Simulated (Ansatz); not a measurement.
# BiH3 (model cell, started as ReO3 type): a soft mode frozen in, part 3 of 3

Wanted: the energy along a soft mode of BiH3 (model cell, started as ReO3 type) and the structure at the end.

Ansatz 0.2.0; DFT PBEsol, scalar-relativistic, plane waves, PAW.

So far. Step 5 (Energy along the mode, all amplitudes (two of the runs …): The lowest of the steps tried is at 0.22 Å, 17.3 meV/atom below the parent; the bottom of the well need not coincide with a step. Step 7 (The new phase in its own primitive cell): The largest force component left is 0.30 meV/Å and the pressure is 0.001 GPa, within the tolerances set. The cell now holds 19.90 Å³/atom. The relaxed cell has a, b, c = 8.296, 4.167, 4.607 Å (conventional setting).

The structure was built from a prototype and need not be the compound's stable phase.

## (8) Modes of the new phase, k-mesh 4×8×8

A relaxed structure may still be a saddle point, so its zone-centre modes are computed. No field response is asked, since the mesh shows no gap.

input.yaml reads:

```yaml
crystal:
  lattice:
    - [8.2957201545, 0.0, 0.0]
    - [0.0, 4.1665439271, 0.0]
    - [0.0, 0.0, 4.6065491593]
  atoms:
    - { symbol: Bi, position: [0.75, 0.0, 0.0433000297] }
    - { symbol: Bi, position: [0.25, 0.0, 0.9566999703] }
    - { symbol: H, position: [0.75, 0.0, 0.646976172] }
    - { symbol: H, position: [0.25, 0.0, 0.353023828] }
    - { symbol: H, position: [0.25, 0.5, 0.9850731582] }
    - { symbol: H, position: [0.75, 0.5, 0.0149268418] }
    - { symbol: H, position: [0.5, 0.0, 0.0] }
    - { symbol: H, position: [0.0, 0.0, 0.0] }
kpoints:
  mp_grid: { grid: [4, 8, 8] }
hamiltonian:
  xc: pbesol
scf:
  occupations: { method: methfessel_paxton, width: 0.2 }
output:
  eigenvalues: true
phonons:
  method: dfpt
```

Launch:

```sh
$ ansatz run input.yaml --threads 4 --pin off --max-ram 7168MiB --backend cpu --events-out ev --progress --plain --runs-dir out
```

Numbers of over 12 decimals in the logs are rounded to 6 here.

Output:

```text
zone centre: on kpoints.mp_grid the ground state, and the responses unless they are solved on pairs of k-points, stand on 90 of the mesh's 256 k-points, reduced under 2 symmetry operations, with k and −k counted as one. Each operation leaves every solved displacement unchanged or reverses it
[...]
Crystal: 8 atoms, lattice volume = 159.223 Å³
Basis set: ecut = 420 eV, 3089 PW (Γ), exchange–correlation on 120×60×64 points (8 copies of the dense FFT grid, shifted against one another)
Bands: 26, of which v1, the nominal top of the filled ones, is band 18 counted from 1 (17 counted from 0)
Symmetry: 8 space group operations
k-points: 90 of 256 (irreducible under 2 space group operations, time reversal used)
[...]
SCF iter   1: F=—  HF=-24574.241170 eV  |F-HF|=—  |Δ(HF+E_count)|=         —  Δρ=5.35e-3  dr2=4.45e-2  ethr=1.77e-3  ⟨swp⟩=6.3  Hψ=11512  notcnv=0
[...]
SCF iter   9: F=-24574.247142 eV  HF=-24574.247142 eV  |F-HF|=1.46e-11  |Δ(HF+E_count)|=  1.46e-10  S|Δr|=    0.00e0  Δρ=3.56e-8  dr2=1.71e-12  ethr=1.00e-12  ⟨swp⟩=13.1  Hψ=13969  notcnv=0
SCF 1 converged in 9 iterations: F = -24574.247142 eV  dr2 = 1.71e-12
[...]
DFPT response loops at Γ: preconditioner auto → none (partly filled bands, converged f_vac=0.244); β = 0.50; Broyden in place of MSR1
SCF converged after 9 iterations
[...]
Free energy (F): -24574.247142 eV
[...]
Internal energy: -24574.247578 eV  (E = F + TS)
E sigma→0 (E₀):  -24574.247251 eV
Entropy (-TS):   0.000435 eV (0.054 meV/atom)
Fermi energy:    2.957033 eV
[...]
--- Band table (eV; the first three rows and the last of 90) ---
  k-point 0: bands = [... 14 lower, 0.2432, 1.1425, 2.2914, 2.7796, 2.9298, 2.9440, 3.4331, 4.3938, ... 4 higher]
  k-point 1: bands = [... 14 lower, -0.1883, 1.1516, 2.3423, 2.9030, 2.9637, 2.9726, 3.4642, 5.0130, ... 4 higher]
  k-point 2: bands = [... 14 lower, -1.0208, 1.1760, 2.4018, 3.0420, 3.0485, 3.0730, 3.5415, 6.4877, ... 4 higher]
  k-point 89: bands = [... 14 lower, -1.7625, -1.7625, -0.8876, -0.8876, 6.2292, 6.2292, 7.4597, 7.4597, ... 4 higher]
--- Phonons (Γ-DFPT): 12 representative perturbations + reference, on 90 of 256 k-points (Σ response iterations 36) ---
  k mesh reduced under 2 symmetry operations, with k and −k counted as one. Each operation leaves every solved displacement unchanged or reverses it
  ASR residual: 3.014e-5 → 0.000e0 eV/Å²; symmetrization residual: 2.834e-6 eV/Å²
  ASR residual per site (eV/Å²): 3.01e-5 3.01e-5 5.04e-6 5.04e-6 1.72e-5 1.72e-5 9.82e-6 9.82e-6
  Γ frequencies (cm⁻¹): -1435.18 -1430.78 -1411.58 0.00 0.00 0.00 29.77 42.46 101.47 139.99 389.89 394.70 410.96 420.17 501.72 508.30 520.53 525.51 539.28 545.95 688.04 1466.82 1567.98 1568.82
  non-analytic LO–TO correction: not included (Born effective charges unavailable; polar crystals: no LO–TO splitting at Γ)
```

Elapsed: 1.8 min, on 4 threads of Arm Neoverse V2, shared host; peak memory 1.5 GiB; 6.7 min of CPU time.

This step gave:

```
sum-rule residual before enforcement                    : 3.01e-5 eV/Å²
point group                                             : mmm
highest optical mode at the zone centre (no LO-TO term) : 1569 cm⁻¹
lowest optical zone-centre mode                         : -1435 cm⁻¹
```

Patterns of degenerate modes are one choice out of their space. Modes at Γ, with each element's share of the kinetic energy (negative means imaginary):

| mode | frequency (cm⁻¹) | symmetry | Bi % | H % |
| --- | --- | --- | --- | --- |
| 1 | -1435.2 | B3u | 0 | 100 |
| 2 | -1430.8 | B2u | 1 | 99 |
| 3 | -1411.6 | B3g | 0 | 100 |
| 4 | 0.0 | acoustic | 99 | 1 |
| 5 | 0.0 | acoustic | 99 | 1 |
| 6 | 0.0 | acoustic | 99 | 1 |
| 7 | 29.8 | B3g | 99 | 1 |
| 8 | 42.5 | Ag | 99 | 1 |
| 9 | 101.5 | B2g | 98 | 2 |
| 10 | 140.0 | B3u | 0 | 100 |
| 11 | 389.9 | B3u | 1 | 99 |
| 12 | 394.7 | B2u | 0 | 100 |
| 13 | 411.0 | B2g | 1 | 99 |
| 14 | 420.2 | Au | 0 | 100 |
| 15 | 501.7 | B1u | 1 | 99 |
| 16 | 508.3 | Ag | 0 | 100 |
| 17 | 520.5 | B3g | 0 | 100 |
| 18 | 525.5 | B2u | 0 | 100 |
| 19 | 539.3 | B1u | 0 | 100 |
| 20 | 546.0 | B2g | 1 | 99 |
| 21 | 688.0 | B3u | 0 | 100 |
| 22 | 1466.8 | B1u | 0 | 100 |
| 23 | 1568.0 | B1u | 0 | 100 |
| 24 | 1568.8 | Ag | 0 | 100 |

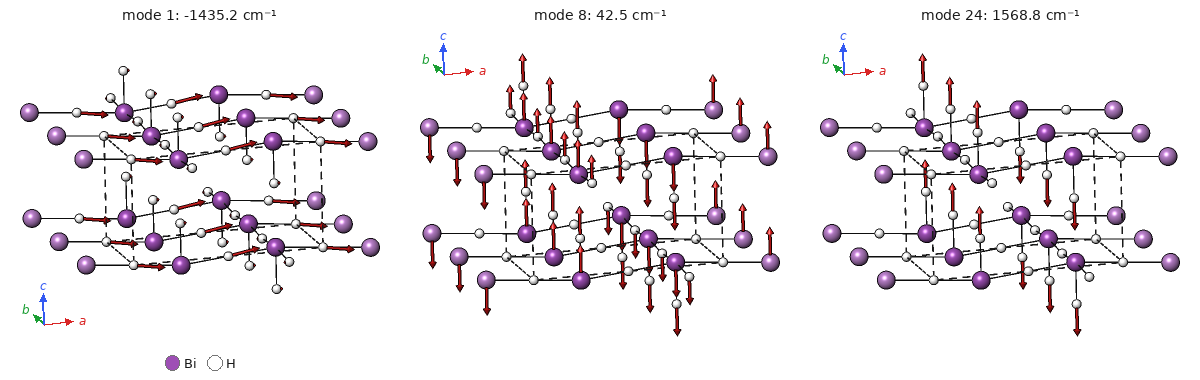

Displacement patterns of modes 1, 8 and 24 at Γ; arrows are exaggerated. 1×2×1 cells are drawn. Some periodic images of atoms are drawn too.

Before it was imposed, the acoustic sum rule was missed by 3.0e-5 eV/Å². Small misses are needed for a sound result but don't prove that mesh and cutoff are converged. The lowest optical mode is imaginary, 1435.2i cm⁻¹, so the energy falls along it.

## (9) Summary of results

```yaml
unstable_mode_of_the_parent: q = (0, 0, -0.5), 1348i cm⁻¹
depth_at_the_lowest_point_sampled: 17.3 meV/atom
largest_atomic_shift_at_that_point: 0.22 Å
space_group_reached_within_0p01_a: Pmma
energy_gained_over_the_parent_first_relaxation_on_the_mesh_of_the_frozen_mode: 36.4 meV/atom
volume_per_atom_phase_reached: 19.9 Å³
lowest_optical_zone_centre_mode_phase_reached: -1435 cm⁻¹
highest_optical_mode_at_the_zone_centre_no_lo_to_term_phase_reached: 1569 cm⁻¹
```

What this shows: Along this mode the structure falls into Pmma, 36.4 meV/atom below the parent. At the parent's cell the well is 17.29 meV/atom deep on the steps tried, with its lowest point at a shift of 0.22 Å. Relaxing atoms and cell changes the gain by +19.11 meV/atom against the lowest step (energies at zero smearing). The new phase still has an imaginary mode at the zone centre of its cell, so it is a saddle point on the way to a lower structure. Of the 4 patterns followed to their end from this parent, this one ends 42.0 meV/atom above the lowest, Cmcm. Each path keeps the symmetry of its pattern, so a lower phase may lie along a pattern not tried. With no gap, or one that is small against the smearing, the frequencies hang on the k mesh and the smearing, most of all near Kohn anomalies. Spin-orbit coupling is left out, which can matter for the heavy elements here. A phonon run warned that its eigensolver left some bands unconverged in a pass. The starting cell was built on a prototype and not taken from a measurement, so the phase need not exist.

[Logs are printed without paths, hosts, clocks, repeated set-up lines and the standing remarks that a program may print on its own settings, such as how far it seeks lower states.]

[Hosts, paths, dates, database ids (printed as entryN), source tags and the programs' standing remarks are cut or masked in the printed files.]
